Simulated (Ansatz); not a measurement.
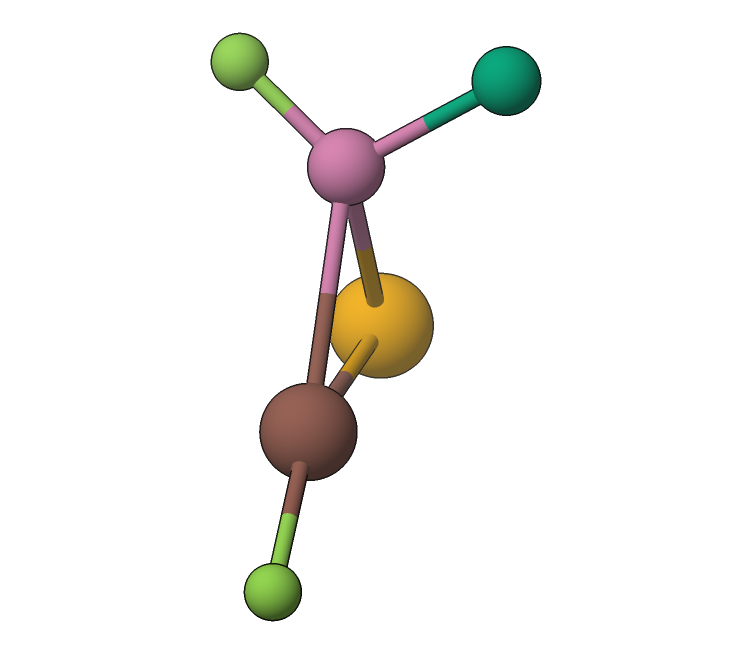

The picture shows a molecular structure as a ball-and-stick model. Every bond is drawn as one stick, whatever its order. Colours: fluorine teal, carbon pink, aluminium brown, tellurium orange, hydrogen green.

The computed structure is the end point of a PBE0-D4/def2-TZVP optimisation.

Give the formula.

CH₂AlFTe, 6 atoms: 1 carbon, 2 hydrogen, 1 aluminium, 1 fluorine and 1 tellurium.

Give a SMILES string for it.

F[C@@H]1[AlH][Te]1

What is the point group of this geometry?

C1.

Name functional groups in it.

Among them: C–F bond.

How many sets of symmetry-equivalent atoms are there?

6: 1 F, 1 C, 1 Al, 1 Te, 1 H, 1 H.

The parts below concern this one geometry. Atoms keep their numbers from picture to picture.

**Geometry**

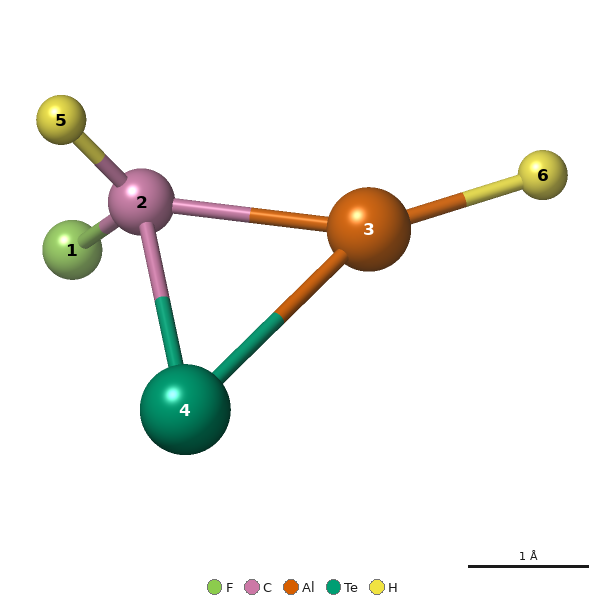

Numbered structure.

What are the angles F1–C2–Al3, F1–C2–Te4, F1–C2–H5, Al3–C2–Te4, Al3–C2–H5, Te4–C2–H5, C2–Al3–Te4, C2–Al3–H6, Te4–Al3–H6, C2–Te4–Al3?

```csv
angle,degrees
F1–C2–Al3,121.1
F1–C2–Te4,112.7
F1–C2–H5,109.0
Al3–C2–Te4,69.7
Al3–C2–H5,127.3
Te4–C2–H5,106.4
C2–Al3–Te4,61.9
C2–Al3–H6,146.7
Te4–Al3–H6,151.2
C2–Te4–Al3,48.4
```

**Dipole moment**

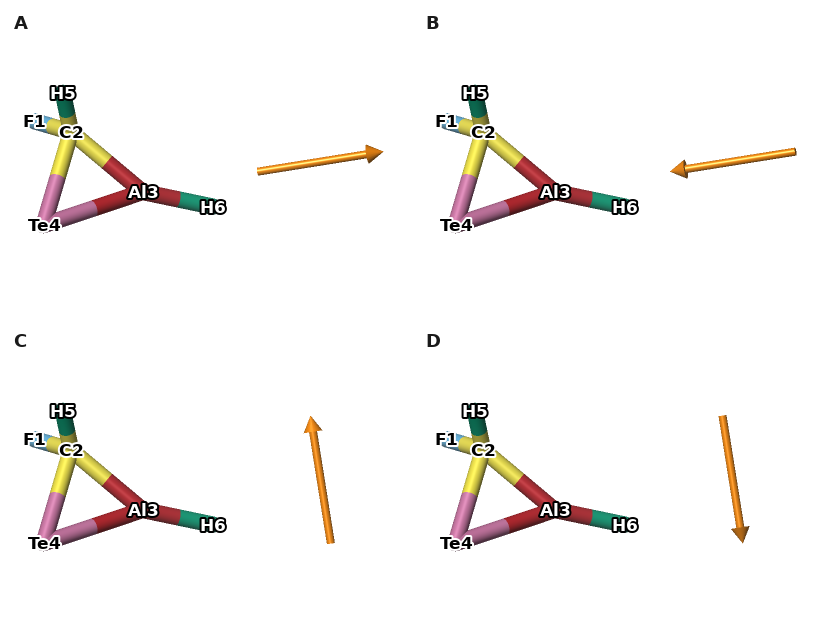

The same molecule four times, each with an arrow. Method: RKS r2SCAN-D4/def2-TZVPP, core potentials on Te (Ansatz 0.2.0).

Which arrow points along the dipole moment, from the negative to the positive end?

A. The dipole moment is 2.00 D; it points from the side of F1 to the side of H6 (the outermost atoms at the two ends).

**Charges**

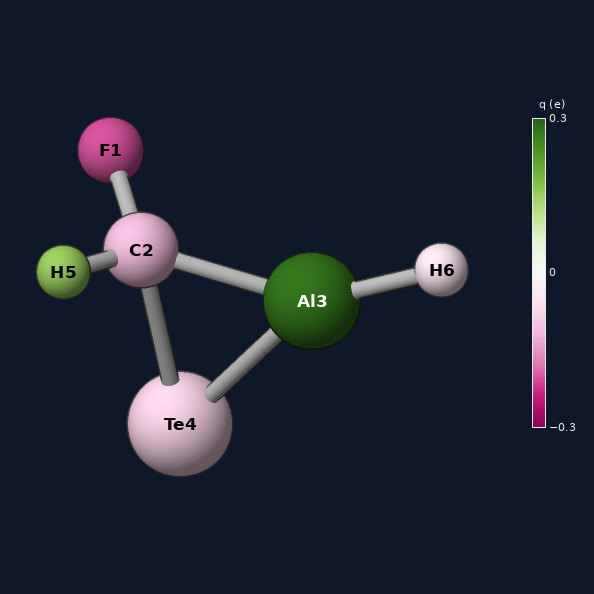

Atoms are coloured by their Mulliken charges. Level of theory: RKS ωB97M-V/def2-TZVPP, core potentials on Te (Ansatz 0.2.0).

Give the Mulliken charges atom by atom.

| atom | value (e) |
| --- | --- |
| F1 | −0.20 |
| C2 | −0.11 |
| Al3 | 0.28 |
| Te4 | −0.08 |
| H5 | 0.15 |
| H6 | −0.04 |

**Thermal motion**

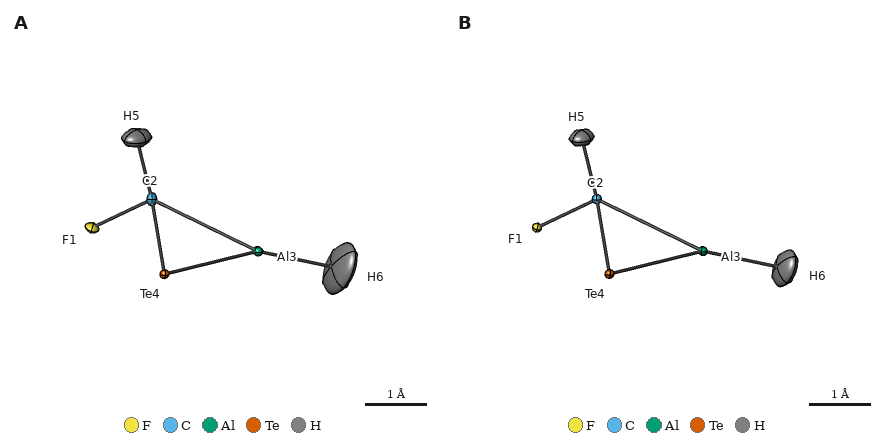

Displacement ellipsoids at the 50 % level, from the internal vibrations of the free molecule (harmonic, no overall translation or rotation; no half-axis is drawn under 0.075 Å). Vibrations computed with RKS PBE0-D4/def2-TZVP, core potentials on Te (Ansatz 0.2.0). One panel is for 200 K, the other for 600 K.

Which panel is for 600 K?

A.

How much does the mean-square displacement of F1 grow, and why?

U_eq goes from 0.0025 to 0.0061 Å², a factor of 2.5. Modes below kT (417 cm⁻¹ at 600 K) grow about in proportion to T, and the lowest lies at 194 cm⁻¹; the mean-square amplitude of a mode is its zero-point value times coth(ħω/2kT), which comes close to 1 only above about 3kT.

Mulliken values depend strongly on the basis set and can even reverse the polarity of a bond.
